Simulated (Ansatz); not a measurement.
TiAl (CuAu type, space group P4/mmm)

```
CELL_PARAMETERS angstrom
      2.79729     0.00000     0.00000
      0.00000     2.79729     0.00000
      0.00000     0.00000     4.03230
ATOMIC_POSITIONS crystal
  Al 0.50000 0.50000 0.50000
  Ti 0.00000 0.00000 0.00000
```

This relaxed cell (volume V₀) is scaled evenly in all directions, its shape held. Symmetry pins the atoms to their sites.

All values below come from PBEsol (plane waves to 420 eV, PAW, scalar-relativistic; Ansatz, a program for electronic structure). k mesh 17×17×12 (Γ-centred), Fermi-Dirac smearing 0.05 eV. E stands for the smeared free energy. With the shape held, the modulus is that of even scaling; a crystal free to change shape is softer. TiAl is run without spin polarisation. TiAl was relaxed with its symmetry unable to fall. ΔE is measured from the relaxed starting cell.

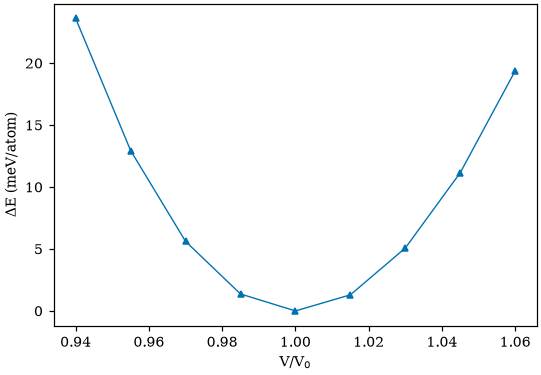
Figure. ΔE (meV/atom) against V/V₀; computed points joined by lines.

What bulk modulus at fixed cell shape B₀ follows from a third-order Birch-Murnaghan fit?

About 120 GPa.

What is ΔE at V/V₀ = 0.940?

About 24 meV/atom.

What is ΔE at V/V₀ = 1.060?

About 19 meV/atom.

(Under strain, the slope of the energy per volume gives the stress and its curvature an elastic modulus.)
